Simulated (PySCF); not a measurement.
# C₈H₂₀O₂Si: NMR shifts at several levels of theory, part 1 of 2

How much do the NMR shifts of C₈H₂₀O₂Si (`CC(C)(C)[Si](O)(O)C(C)(C)C`) depend on the level of theory, and what does each level cost?

Computed with PySCF 2.14.0, with density-fitted response routines of our own, on a single molecule in the gas phase. Atoms count from 0, in the outputs and in this text.

### 1 Starting geometry

31 atoms, charge 0, multiplicity 1; geometry from: GFN2-xTB.

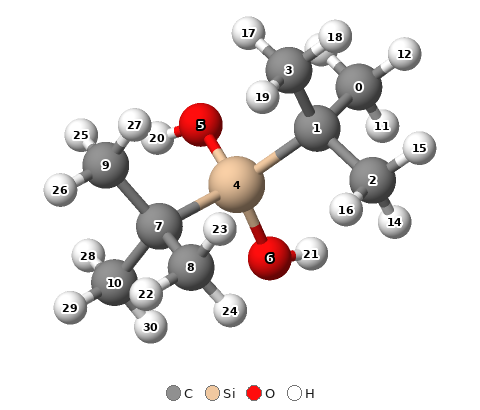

The starting geometry (carbon grey, silicon light orange, oxygen red, hydrogen white), atoms numbered.

### 2 Relaxing the molecule at PBE0-D3(BJ)/def2-SVP

Job settings and geometry (Å):

```
{"job": {"xc": "PBE0", "basis": "def2-SVP", "d3": "d3bj", "grid": 1, "kind": "geom"}, "charge": 0, "multiplicity": 1}
C      2.736990     0.853510    -0.206840
C      1.561130     0.325230     0.620690
C      2.005470    -0.962890     1.318450
C      1.224270     1.369400     1.685610
Si     0.083600    -0.009410    -0.559140
O      0.083970     1.318670    -1.522570
O      0.356390    -1.367390    -1.437840
C     -1.675730    -0.312550     0.149710
C     -1.668310    -1.320280     1.299610
C     -2.297690     0.995220     0.646130
C     -2.562420    -0.872820    -0.966710
H      3.048500     0.125770    -0.953560
H      3.589680     1.063540     0.438280
H      2.456660     1.768360    -0.720090
H      2.270220    -1.728160     0.592190
H      2.878160    -0.771170     1.942530
H      1.215740    -1.358770     1.950740
H      0.884930     2.290980     1.220300
H      2.104620     1.593010     2.288000
H      0.444530     1.008730     2.351900
H     -0.592640     1.430580    -2.185700
H      1.196130    -1.497340    -1.871440
H     -2.686920    -1.528590     1.626630
H     -1.114470    -0.934610     2.151990
H     -1.212680    -2.254720     0.983090
H     -2.336000     1.735440    -0.149980
H     -3.315130     0.819520     0.995120
H     -1.724230     1.415020     1.467780
H     -2.639690    -0.171000    -1.794780
H     -3.566930    -1.066060    -0.591210
H     -2.149260    -1.802370    -1.346450
```

The program printed:

```text
step   0  E = -755.87321658  max force = 0.024345
step   1  E = -755.87821545  max force = 0.005734
step   2  E = -755.87862608  max force = 0.002397
step   3  E = -755.87879096  max force = 0.000815
step   4  E = -755.87884886  max force = 0.000650
step   5  E = -755.87888347  max force = 0.000461
step   6  E = -755.87892377  max force = 0.000606
step   7  E = -755.87897137  max force = 0.000577
step   8  E = -755.87901980  max force = 0.000433
step   9  E = -755.87903455  max force = 0.000247
optimisation converged
```

Wall time 5.5 min (8 threads of Arm Neoverse V2, shared host).

Relaxation path:

```csv
step,energy from step 0 (eV),largest force component (eV/Å)
0,0.0000,1.2519
1,-0.1360,0.2949
2,-0.1472,0.1233
3,-0.1517,0.0419
4,-0.1533,0.0334
5,-0.1542,0.0237
6,-0.1553,0.0312
7,-0.1566,0.0297
8,-0.1579,0.0223
9,-0.1583,0.0127
```

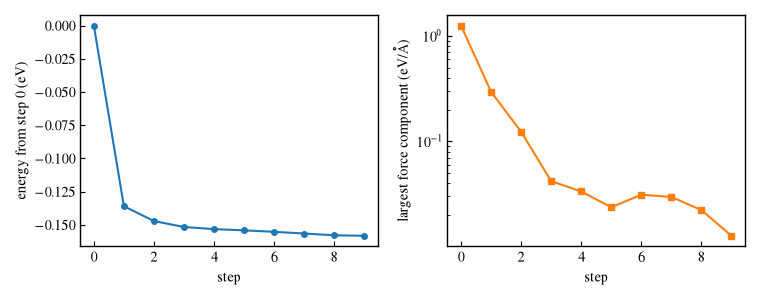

Energy and force, step by step.

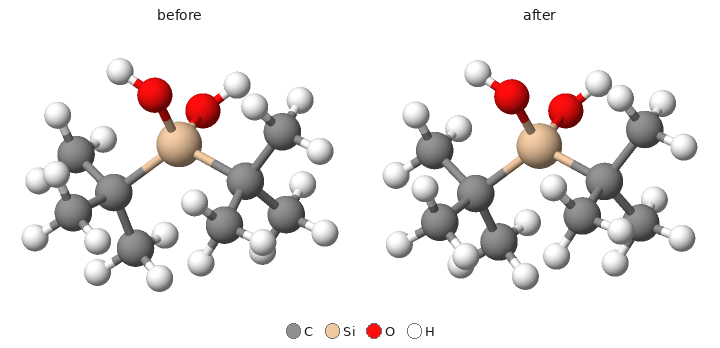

Before and after, at one scale.

Distances of close pairs at the start and the end, largest changes first:

| bond | before (Å) | after (Å) | change (Å) |
| --- | --- | --- | --- |
| Si4–O5 | 1.641 | 1.677 | +0.036 |
| Si4–O6 | 1.640 | 1.676 | +0.036 |
| C1–Si4 | 1.920 | 1.898 | -0.023 |
| Si4–C7 | 1.921 | 1.899 | -0.022 |
| C10–H28 | 1.088 | 1.103 | +0.015 |
| C0–H11 | 1.088 | 1.103 | +0.015 |
| C8–H22 | 1.090 | 1.105 | +0.015 |
| C3–H18 | 1.090 | 1.105 | +0.015 |

The end geometry stands in the next job.

```
                         at the end point                value
  point group (found at 0.08 Å tolerance)                   C2
rotational constants (GHz, main isotopes)  1.286, 0.736, 0.697
                        dipole moment (D)                 0.42
```

### 3 Shielding tensors: PBE0/pcSseg-1

Job settings and geometry (Å):

```
{"job": {"kind": "nmr", "xc": "PBE0", "basis": "pcSseg-1", "pop": false}, "charge": 0, "multiplicity": 1}
C      2.736550     0.671155    -0.273272
C      1.537952     0.364730     0.636567
C      1.867856    -0.853846     1.502861
C      1.258661     1.584649     1.517902
Si     0.073644     0.000934    -0.514217
O      0.011501     1.365649    -1.486584
O      0.410930    -1.369283    -1.418971
C     -1.657780    -0.355445     0.179111
C     -1.641294    -1.543326     1.144694
C     -2.228553     0.883806     0.874319
C     -2.542651    -0.706805    -1.026069
H      2.993475    -0.183750    -0.921840
H      3.630729     0.887253     0.337606
H      2.542626     1.539213    -0.920495
H      2.003662    -1.760562     0.892367
H      2.803468    -0.681742     2.063795
H      1.078635    -1.065961     2.239473
H      0.953309     2.456613     0.919064
H      2.165877     1.864727     2.082479
H      0.466027     1.384327     2.255117
H     -0.678885     1.375288    -2.155428
H      1.259781    -1.376423    -1.869977
H     -2.672582    -1.814687     1.432964
H     -1.095646    -1.311314     2.072148
H     -1.176121    -2.431351     0.689523
H     -2.189705     1.770577     0.222153
H     -3.284158     0.714823     1.151506
H     -1.682599     1.129123     1.797693
H     -2.603970     0.122846    -1.750970
H     -3.574415    -0.914095    -0.691343
H     -2.167434    -1.592272    -1.559731
```

Method: GIAO PBE0/pcSseg-1 NMR shielding, non-relativistic, gas phase.

The program printed:

```text
coarse grid: 24888 points
cycle   1  E = -755.9057606092  dE =  9.360e-01  |g| = 1.057e+00  |ddm| = 4.699e+00
cycle   2  E = -755.7195555194  dE =  1.862e-01  |g| = 1.465e+00  |ddm| = 2.183e+00
cycle   3  E = -756.1249467361  dE = -4.054e-01  |g| = 1.126e-01  |ddm| = 1.427e+00
cycle   4  E = -756.1271663846  dE = -2.220e-03  |g| = 4.752e-02  |ddm| = 1.314e-01
cycle   5  E = -756.1277055340  dE = -5.391e-04  |g| = 8.252e-03  |ddm| = 4.857e-02
cycle   6  E = -756.1277189647  dE = -1.343e-05  |g| = 3.063e-03  |ddm| = 1.005e-02
cycle   7  E = -756.1277210645  dE = -2.100e-06  |g| = 3.321e-04  |ddm| = 2.421e-03
final grid: 231448 points
cycle   8  E = -756.2152891731  dE = -8.606e-05  |g| = 1.350e-02  |ddm| = 5.091e-02
cycle   9  E = -756.2152572483  dE =  3.192e-05  |g| = 1.807e-02  |ddm| = 2.742e-02
cycle  10  E = -756.2153329083  dE = -7.566e-05  |g| = 1.634e-03  |ddm| = 1.614e-02
cycle  11  E = -756.2153334022  dE = -4.939e-07  |g| = 3.463e-04  |ddm| = 1.490e-03
cycle  12  E = -756.2153334245  dE = -2.232e-08  |g| = 7.283e-05  |ddm| = 3.234e-04
cycle  13  E = -756.2153334254  dE = -8.804e-10  |g| = 3.310e-05  |ddm| = 9.461e-05
cycle  14  E = -756.2153334256  dE = -2.372e-10  |g| = 3.395e-06  |ddm| = 2.664e-05
converged SCF energy = -756.2153334256

GIAO shielding tensors (ppm)
atom      isotropic    diamagn.    paramagn.     s11        s22        s33       span
  0 C      156.088     248.690     -92.602    138.131    146.051    184.083     45.952
  1 C      163.781     252.582     -88.801    161.886    164.418    165.038      3.151
  2 C      156.130     249.102     -92.972    140.260    146.134    181.995     41.735
  3 C      156.720     248.714     -91.994    140.983    147.296    181.881     40.898
  4 Si     353.908     882.762    -528.853    330.890    356.580    374.255     43.365
  5 O      285.993     393.317    -107.324    261.508    291.744    304.727     43.219
  6 O      286.133     393.292    -107.160    261.840    291.429    305.129     43.289
  7 C      163.723     252.482     -88.758    161.881    164.239    165.050      3.170
  8 C      156.600     248.684     -92.083    140.775    147.328    181.699     40.924
  9 C      155.984     249.124     -93.139    140.299    145.677    181.978     41.679
 10 C      156.030     248.597     -92.567    138.088    146.117    183.886     45.798
 11 H       30.568      32.131      -1.562     25.738     29.481     36.486     10.748
 12 H       30.748      31.252      -0.504     26.955     28.031     37.258     10.302
 13 H       29.601      31.188      -1.586     24.386     28.971     35.448     11.062
 14 H       30.014      32.304      -2.290     25.832     28.975     35.236      9.404
 15 H       30.608      31.690      -1.083     26.674     28.072     37.077     10.404
 16 H       30.106      32.715      -2.609     24.858     29.896     35.564     10.706
 17 H       29.743      31.932      -2.189     25.468     28.712     35.049      9.581
 18 H       30.569      31.539      -0.971     26.575     28.024     37.106     10.530
 19 H       30.171      32.751      -2.579     25.051     29.916     35.545     10.494
 20 H       29.874      34.089      -4.215     21.065     26.072     42.486     21.421
 21 H       29.869      34.092      -4.223     21.026     26.096     42.483     21.457
 22 H       30.566      31.554      -0.987     26.581     28.038     37.080     10.499
 23 H       30.154      32.764      -2.610     25.019     29.916     35.527     10.508
 24 H       29.770      31.943      -2.173     25.550     28.654     35.107      9.557
 25 H       30.021      32.313      -2.292     25.794     29.033     35.237      9.442
 26 H       30.607      31.687      -1.080     26.692     28.053     37.076     10.384
 27 H       30.108      32.690      -2.583     24.895     29.875     35.553     10.658
 28 H       30.568      32.080      -1.512     25.755     29.443     36.507     10.752
 29 H       30.753      31.244      -0.492     26.959     28.042     37.257     10.298
 30 H       29.593      31.173      -1.580     24.364     28.977     35.438     11.074
```

Run time: 88 s. Hardware: 8 threads of Arm Neoverse V2, shared host.

The references, computed at this level on geometries of the same kind, shield at (ppm): ¹H TMS 31.27, ¹³C TMS 184.4, ²⁹Si TMS 352.0, ¹⁷O H2O 334.6. Their shielding less the atom's gives the shift. The references are single molecules in the gas phase, so shifts against H2O, NH3, PH3, H3PO4 or CFCl3 are not on the usual liquid scales and can be off by tens of ppm. Atoms listed in one row are averaged.

```
                              atoms                                environment  σ (ppm)  δ (ppm)  δ scaled to CDCl3
            C0, C2, C3, C8, C9, C10                              methyl carbon    156.3     28.1               26.8
                             C1, C7  fully substituted sp3 carbon bonded to Si    163.8     20.7               19.6
                           H20, H21         hydrogen on an oxygen bonded to Si    29.87     1.40                  –
H11, H12, H13, H14, H15 and 13 more                hydrogen on a methyl carbon    30.24     1.03               1.19
                                Si4                 silicon bonded to 2 C, 2 O    353.9     -1.9                  –
                             O5, O6                     oxygen bonded to Si, H    286.1     48.5                  –
```

The scaled column applies a straight-line fit of computed shieldings to shifts measured in CDCl3 (root-mean-square error 0.21 ppm for H, 2.0 ppm for C).

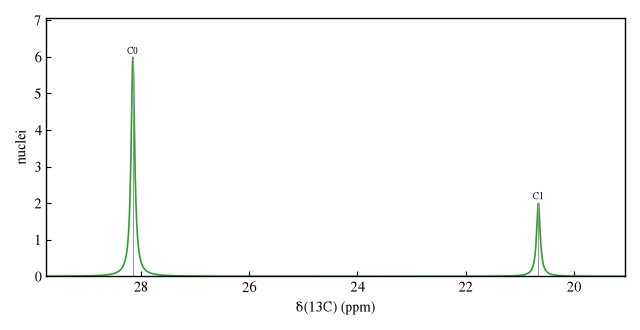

¹³C lines at the computed shifts, without couplings. Lines are broadened to a width of 0.08 ppm (Lorentzian).

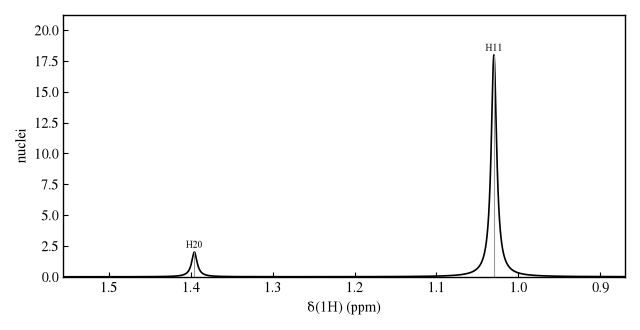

¹H lines at the computed shifts, without couplings. Lines are broadened to a width of 0.01 ppm (Lorentzian).

### 4 Shielding tensors: PBE/pcSseg-1

Settings changed since step 3:

```diff
@@ -1,2 +1,2 @@
-{"job": {"kind": "nmr", "xc": "PBE0", "basis": "pcSseg-1", "pop": false}, "charge": 0, "multiplicity": 1}
+{"job": {"kind": "nmr", "xc": "PBE", "basis": "pcSseg-1", "pop": false}, "charge": 0, "multiplicity": 1}
 C      2.736550     0.671155    -0.273272
```

Method: GIAO PBE/pcSseg-1 NMR shielding, non-relativistic, gas phase.

The program printed:

```text
coarse grid: 24888 points
cycle   1  E = -755.6231910317  dE =  7.595e-01  |g| = 1.356e+00  |ddm| = 4.799e+00
cycle   2  E = -754.7202931756  dE =  9.029e-01  |g| = 2.465e+00  |ddm| = 3.887e+00
cycle   3  E = -755.9955911161  dE = -1.275e+00  |g| = 2.423e-01  |ddm| = 3.019e+00
cycle   4  E = -756.0054788982  dE = -9.888e-03  |g| = 1.121e-01  |ddm| = 3.200e-01
cycle   5  E = -756.0083944183  dE = -2.916e-03  |g| = 2.331e-02  |ddm| = 1.203e-01
cycle   6  E = -756.0084992835  dE = -1.049e-04  |g| = 1.034e-02  |ddm| = 3.287e-02
cycle   7  E = -756.0085236286  dE = -2.435e-05  |g| = 1.284e-03  |ddm| = 9.211e-03
cycle   8  E = -756.0085239452  dE = -3.165e-07  |g| = 3.523e-04  |ddm| = 1.962e-03
final grid: 231448 points
cycle   9  E = -756.1268421144  dE = -8.410e-05  |g| = 2.297e-02  |ddm| = 7.147e-02
cycle  10  E = -756.1265539707  dE =  2.881e-04  |g| = 4.157e-02  |ddm| = 5.822e-02
cycle  11  E = -756.1269681916  dE = -4.142e-04  |g| = 4.226e-03  |ddm| = 4.062e-02
cycle  12  E = -756.1269715679  dE = -3.376e-06  |g| = 7.494e-04  |ddm| = 4.005e-03
cycle  13  E = -756.1269716775  dE = -1.095e-07  |g| = 1.701e-04  |ddm| = 8.564e-04
cycle  14  E = -756.1269716824  dE = -4.927e-09  |g| = 6.777e-05  |ddm| = 1.952e-04
cycle  15  E = -756.1269716834  dE = -1.014e-09  |g| = 1.178e-05  |ddm| = 6.149e-05
cycle  16  E = -756.1269716834  dE = -2.683e-11  |g| = 5.652e-06  |ddm| = 1.910e-05
converged SCF energy = -756.1269716834

GIAO shielding tensors (ppm)
atom      isotropic    diamagn.    paramagn.     s11        s22        s33       span
  0 C      150.564     248.505     -97.941    131.427    140.203    180.063     48.636
  1 C      155.826     253.235     -97.409    153.282    156.254    157.941      4.659
  2 C      150.412     248.963     -98.551    133.674    139.614    177.948     44.274
  3 C      151.151     248.588     -97.437    134.460    141.119    177.873     43.413
  4 Si     337.431     884.334    -546.903    319.017    343.620    349.656     30.639
  5 O      277.459     392.460    -115.001    252.500    280.625    299.253     46.752
  6 O      277.628     392.437    -114.809    253.045    280.189    299.651     46.605
  7 C      155.765     253.143     -97.378    153.272    156.033    157.989      4.717
  8 C      151.033     248.558     -97.525    134.254    141.159    177.685     43.431
  9 C      150.254     248.979     -98.725    133.690    139.144    177.926     44.235
 10 C      150.510     248.404     -97.894    131.393    140.275    179.862     48.469
 11 H       30.409      32.249      -1.840     25.747     29.444     36.037     10.290
 12 H       30.715      31.003      -0.288     27.279     28.067     36.800      9.521
 13 H       29.472      31.369      -1.897     24.437     28.958     35.022     10.585
 14 H       29.861      32.513      -2.652     25.859     28.956     34.767      8.908
 15 H       30.547      31.422      -0.875     26.899     28.146     36.595      9.695
 16 H       29.951      32.961      -3.010     24.868     29.879     35.106     10.238
 17 H       29.602      32.171      -2.569     25.504     28.697     34.605      9.101
 18 H       30.490      31.258      -0.768     26.767     28.068     36.634      9.867
 19 H       30.011      32.990      -2.980     25.039     29.906     35.087     10.048
 20 H       29.885      34.339      -4.454     21.424     26.370     41.860     20.437
 21 H       29.879      34.343      -4.464     21.385     26.393     41.860     20.476
 22 H       30.488      31.270      -0.783     26.774     28.080     36.608      9.834
 23 H       29.993      33.003      -3.010     25.003     29.907     35.069     10.066
 24 H       29.630      32.182      -2.552     25.584     28.642     34.665      9.081
 25 H       29.868      32.519      -2.651     25.821     29.015     34.767      8.946
 26 H       30.546      31.419      -0.873     26.918     28.127     36.594      9.676
 27 H       29.952      32.936      -2.983     24.906     29.856     35.095     10.189
 28 H       30.410      32.196      -1.786     25.766     29.404     36.059     10.293
 29 H       30.719      30.995      -0.275     27.282     28.076     36.799      9.517
 30 H       29.466      31.355      -1.889     24.415     28.968     35.014     10.600
```

Run time: 60 s. Hardware: 8 threads of Arm Neoverse V2, shared host.

This run: δ C0 29.4, C1 24.2, Si4 -2.8, O5 57.1, H20 1.31, H11 1.08 ppm (means over like atoms).

### 5 NMR shieldings: wB97X-D/pcSseg-1

Settings changed since step 4:

```diff
@@ -1,2 +1,2 @@
-{"job": {"kind": "nmr", "xc": "PBE", "basis": "pcSseg-1", "pop": false}, "charge": 0, "multiplicity": 1}
+{"job": {"kind": "nmr", "xc": "wB97X-D", "basis": "pcSseg-1", "pop": false}, "charge": 0, "multiplicity": 1}
 C      2.736550     0.671155    -0.273272
```

Method: GIAO wB97X-D/pcSseg-1 NMR shielding, non-relativistic, gas phase.

The program printed:

```text
coarse grid: 24888 points
cycle   1  E = -756.4586603187  dE =  1.314e+00  |g| = 9.854e-01  |ddm| = 4.626e+00
cycle   2  E = -756.4396913633  dE =  1.897e-02  |g| = 1.098e+00  |ddm| = 1.561e+00
cycle   3  E = -756.6418215710  dE = -2.021e-01  |g| = 6.900e-02  |ddm| = 8.347e-01
cycle   4  E = -756.6427413903  dE = -9.198e-04  |g| = 3.465e-02  |ddm| = 9.280e-02
cycle   5  E = -756.6430435884  dE = -3.022e-04  |g| = 5.710e-03  |ddm| = 3.611e-02
cycle   6  E = -756.6430526424  dE = -9.054e-06  |g| = 1.549e-03  |ddm| = 8.728e-03
final grid: 231448 points
cycle   7  E = -756.7360255112  dE = -3.441e-04  |g| = 6.385e-03  |ddm| = 5.851e-02
cycle   8  E = -756.7360328793  dE = -7.368e-06  |g| = 4.917e-03  |ddm| = 1.387e-02
cycle   9  E = -756.7360382631  dE = -5.384e-06  |g| = 6.573e-04  |ddm| = 3.971e-03
cycle  10  E = -756.7360384392  dE = -1.761e-07  |g| = 2.422e-04  |ddm| = 1.642e-03
cycle  11  E = -756.7360384531  dE = -1.392e-08  |g| = 8.001e-05  |ddm| = 3.031e-04
cycle  12  E = -756.7360384549  dE = -1.816e-09  |g| = 2.736e-05  |ddm| = 1.414e-04
cycle  13  E = -756.7360384551  dE = -1.917e-10  |g| = 9.092e-06  |ddm| = 4.104e-05
converged SCF energy = -756.7360384551

GIAO shielding tensors (ppm)
atom      isotropic    diamagn.    paramagn.     s11        s22        s33       span
  0 C      156.185     248.548     -92.363    138.688    146.042    183.826     45.138
  1 C      164.981     252.417     -87.437    163.360    165.492    166.090      2.730
  2 C      156.393     249.011     -92.619    140.844    146.494    181.840     40.996
  3 C      156.934     248.650     -91.716    141.577    147.538    181.686     40.108
  4 Si     352.057     882.936    -530.879    327.473    353.501    375.196     47.723
  5 O      287.761     394.017    -106.256    263.302    294.574    305.405     42.103
  6 O      287.886     393.992    -106.106    263.528    294.311    305.819     42.291
  7 C      164.921     252.315     -87.394    163.378    165.419    165.967      2.589
  8 C      156.816     248.609     -91.792    141.363    147.588    181.498     40.136
  9 C      156.242     249.028     -92.786    140.899    146.017    181.811     40.912
 10 C      156.124     248.456     -92.332    138.645    146.105    183.623     44.978
 11 H       30.703      32.293      -1.591     25.905     29.607     36.595     10.690
 12 H       30.823      31.263      -0.440     26.978     28.138     37.353     10.374
 13 H       29.730      31.312      -1.581     24.552     29.095     35.543     10.991
 14 H       30.155      32.470      -2.315     25.998     29.097     35.369      9.372
 15 H       30.695      31.715      -1.020     26.735     28.168     37.181     10.447
 16 H       30.230      32.958      -2.728     25.017     30.014     35.659     10.642
 17 H       29.878      32.092      -2.215     25.629     28.835     35.170      9.540
 18 H       30.661      31.568      -0.907     26.643     28.137     37.203     10.560
 19 H       30.300      33.008      -2.708     25.217     30.031     35.651     10.433
 20 H       29.967      34.202      -4.234     21.177     26.149     42.576     21.398
 21 H       29.962      34.206      -4.243     21.140     26.175     42.571     21.431
 22 H       30.660      31.580      -0.920     26.649     28.151     37.179     10.530
 23 H       30.284      33.017      -2.733     25.187     30.030     35.634     10.447
 24 H       29.906      32.100      -2.194     25.714     28.776     35.229      9.515
 25 H       30.161      32.478      -2.318     25.959     29.155     35.369      9.410
 26 H       30.694      31.711      -1.017     26.753     28.150     37.179     10.427
 27 H       30.232      32.930      -2.698     25.055     29.992     35.649     10.594
 28 H       30.704      32.243      -1.539     25.924     29.571     36.617     10.693
 29 H       30.828      31.253      -0.425     26.982     28.149     37.353     10.371
 30 H       29.720      31.298      -1.578     24.530     29.100     35.529     10.999
```

Wall time 1.9 min (8 threads of Arm Neoverse V2, shared host).

In short: δ C0 28.1, C1 19.6, Si4 0.9, O5 45.4, H20 1.42, H11 1.03 ppm (means over like atoms).

(Continued in part 2 of 2.)
